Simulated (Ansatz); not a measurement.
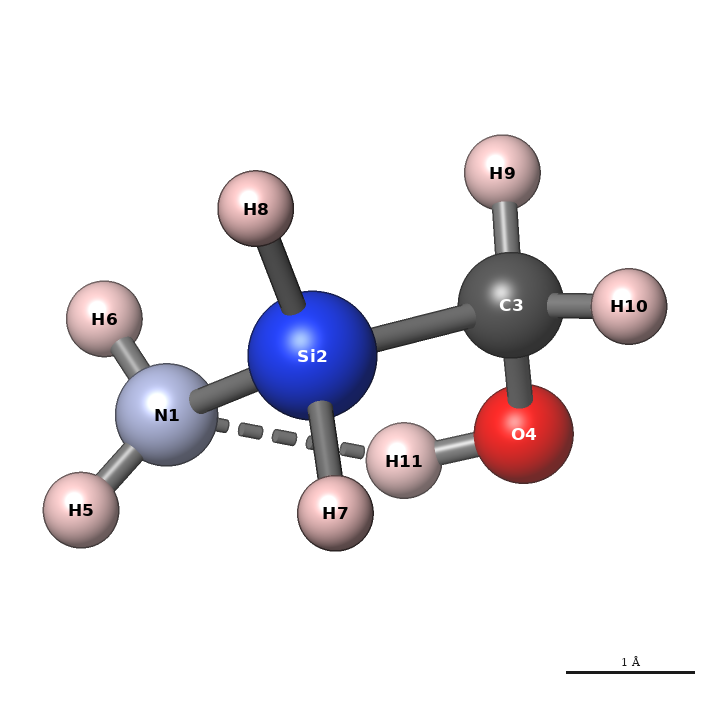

Broken lines mark hydrogen bonds. The computed structure is the end point of a PBE-D4/def2-SVP optimisation. No frequency run is at hand to confirm it as a minimum.

Tabulate the hydrogen bonds (donors O, N, F, S, Cl) with their geometry.

| D–H···A | D–H (Å) | H···A (Å) | angle (°) | kind |
| --- | --- | --- | --- | --- |
| O4–H11···N1 | 0.99 | 2.14 | 133 | intramolecular |
